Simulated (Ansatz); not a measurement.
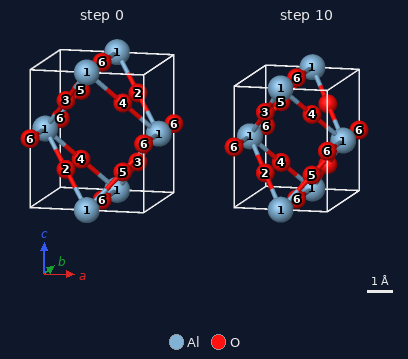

The structure of crystalline AlO5 (a generated structure, set up in Immm) (coarse preliminary run) before (left) and after (right) a relaxation, at one scale.

Style: ball-and-stick. Shown: the conventional cell (2 times the calculation's cell), slightly off an axis. Lengths and directions refer to the drawn axes.

The calculation used DFT PBE, scalar-relativistic, plane waves, PAW (Ansatz).

Input file:
```yaml
crystal:
  lattice:
    - [-2.41396801, 2.47359251, 2.87746942]
    - [2.41396801, -2.47359251, 2.87746942]
    - [2.41396801, 2.47359251, -2.87746942]
  atoms:
    - { symbol: Al, position: [0.0, 0.5, 0.5] }
    - { symbol: O, position: [0.5, 0.5, 0.5], spin: 1.0 }
    - { symbol: O, position: [0.0, 0.0, 0.5], spin: 1.0 }
    - { symbol: O, position: [0.0, 0.5, 0.0], spin: 1.0 }
    - { symbol: O, position: [0.5, 0.0, 0.0], spin: 1.0 }
    - { symbol: O, position: [0.5, 0.5, 0.0], spin: 1.0 }
basis:
  ecutwfc: 420
kpoints:
  mp_grid: { grid: [6, 6, 6] }
hamiltonian:
  xc: pbe
scf:
  occupations: { method: gaussian, width: 0.1 }
  lower_state_search: "off"
output:
  forces: true
  stress: true
  eigenvalues: true
  populations: true
magnetization:
  spin_polarized: true
relax:
  adjacent_minimum: "off"
  f_tol: 0.04
  max_steps: 70
  cell: { stress_tol: 0.4 }
```

Run as
```bash
ansatz run input.yaml --threads 1 --pin off --max-ram 2560MiB --backend cpu --events-out ev --progress --plain --runs-dir out
```

Question: What changed between the two?

Answer: The energy falls by 357 meV per atom in 8 accepted moves (10 points after the start). All forces vanish by symmetry, so only the cell relaxes. Pressure: −19.44 GPa at the start and −0.03 GPa at the end. At 2 points the geometry stayed and the basis and grid were re-selected for the new cell (energy shift of 2.7 meV per atom at most each time). No atom moves by more than 0.005 Å relative to the cell. The volume changes by −24.3 %, with a 4.828 → 3.967 Å (−17.8 %), b 4.947 → 5.179 Å (+4.7 %), c 5.755 → 5.067 Å (−11.9 %). Among the contacts that change: Al1–O2 2.249 → 2.065 Å, Al1–O6 2.474 → 2.590 Å. The space group stays Immm (No. 71). The program noted that the starting moments weren't kept. The run may lie on a higher electronic state than the lowest, so the end point isn't shown to be the ground-state structure. The run took 6.6 min on 1 thread of Intel(R) Xeon(R) Processor @ 2.50GHz (Skylake/Cascade Lake), on a shared host, peak memory 0.44 GiB.
